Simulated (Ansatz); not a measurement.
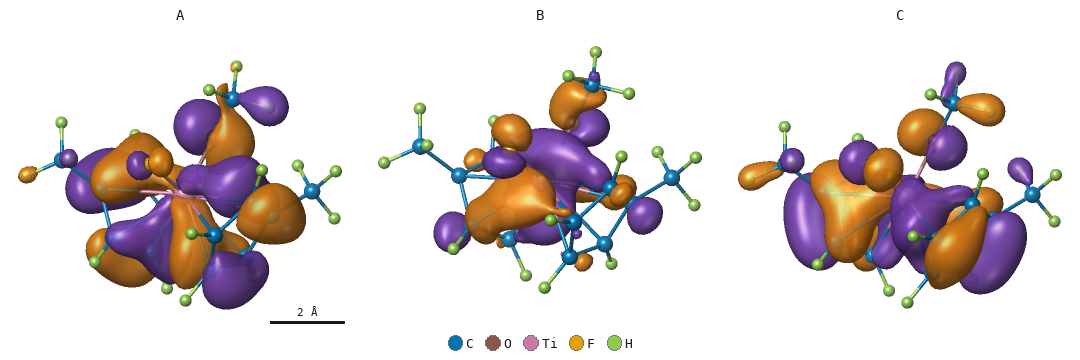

Figure. C₁₃H₁₇FOTi (SMILES C[O][Ti]12345678([F])([CH]9[CH]1[CH]2[C]3(C)[CH]94)[CH]1[CH]5[CH]6[C]7(C)[CH]18). Three frontier orbitals at ±0.08 Å⁻³ᐟ² (orange and purple are the two phases), in no order.

Geometry: PBE0-D4/def2-TZVP.

Method: RKS PBE0-D4/def2-TZVPP (Ansatz 0.2.0).

The calculation's input:

```
crystal:
  periodic: [false, false, false]
  atoms:
    - {symbol: C, position_ang: [-2.063624, -1.134852, 1.501738]}
    - {symbol: O, position_ang: [-1.418332, -0.054948, 0.907989]}
    - {symbol: Ti, position_ang: [0.050800, -0.106290, -0.218859]}
    - {symbol: F, position_ang: [-0.505998, -1.574709, -1.163393]}
    - {symbol: C, position_ang: [0.898398, 1.901403, -1.195305]}
    - {symbol: C, position_ang: [-0.302465, 2.217281, -0.531801]}
    - {symbol: C, position_ang: [-1.354853, 1.591743, -1.236265]}
    - {symbol: C, position_ang: [-0.818617, 0.872212, -2.313161]}
    - {symbol: C, position_ang: [-1.571636, 0.053307, -3.297382]}
    - {symbol: C, position_ang: [0.588369, 1.042453, -2.266558]}
    - {symbol: C, position_ang: [1.857111, -1.661346, 0.108898]}
    - {symbol: C, position_ang: [2.402287, -0.379223, -0.019083]}
    - {symbol: C, position_ang: [1.979137, 0.381517, 1.103308]}
    - {symbol: C, position_ang: [1.201684, -0.444344, 1.937768]}
    - {symbol: C, position_ang: [0.594123, -0.041777, 3.236551]}
    - {symbol: C, position_ang: [1.100988, -1.698070, 1.298430]}
    - {symbol: H, position_ang: [-1.520623, -1.514533, 2.378421]}
    - {symbol: H, position_ang: [-2.179642, -1.965425, 0.793877]}
    - {symbol: H, position_ang: [-3.060525, -0.823839, 1.836180]}
    - {symbol: H, position_ang: [1.884059, 2.243028, -0.922983]}
    - {symbol: H, position_ang: [-0.403997, 2.822407, 0.356678]}
    - {symbol: H, position_ang: [-2.393818, 1.595978, -0.946431]}
    - {symbol: H, position_ang: [-1.417852, 0.430687, -4.311938]}
    - {symbol: H, position_ang: [-2.641060, 0.074985, -3.084995]}
    - {symbol: H, position_ang: [-1.241794, -0.987154, -3.262572]}
    - {symbol: H, position_ang: [1.296930, 0.590171, -2.945979]}
    - {symbol: H, position_ang: [1.932426, -2.458932, -0.613457]}
    - {symbol: H, position_ang: [3.027662, -0.030724, -0.826312]}
    - {symbol: H, position_ang: [2.244405, 1.406382, 1.316622]}
    - {symbol: H, position_ang: [-0.361639, 0.465469, 3.082076]}
    - {symbol: H, position_ang: [1.255574, 0.639282, 3.775435]}
    - {symbol: H, position_ang: [0.416282, -0.910510, 3.871957]}
    - {symbol: H, position_ang: [0.526261, -2.541637, 1.650535]}
basis:
  gaussian: {orbitals: def2-TZVPP}
hamiltonian: {xc: pbe0, dispersion: d4}
output: {orbitals: {seedname: orbitals}}
```

Run with:

```sh
ansatz run in.yaml --threads 11 --pin off --events-out ev --progress --plain --max-ram 174080MiB --backend cuda --devices 0, --max-vram 75GiB
```

Question: Order the three orbitals by energy and name them.

Answer: C is the HOMO−1 (−6.66 eV). Its weight (Hirshfeld) is mainly on Ti3 (about 15 %), C6 (about 10 %), C11 (about 10 %), C8 (about 10 %), C10 (about 10 %) and C13 (about 5 %). A is the HOMO (−6.21 eV). Its weight (Hirshfeld) is mainly on O2 (about 15 %), C7 (about 10 %), C16 (about 10 %), C5 (about 10 %), Ti3 (about 10 %) and C12 (about 10 %). B is the LUMO (−1.40 eV). By Hirshfeld shares it lies mainly on Ti3 (about 65 %), F4 (about 5 %) and O2 (about 5 %).

Question: What is the HOMO–LUMO gap?

Answer: 4.81 eV between the orbital energies.
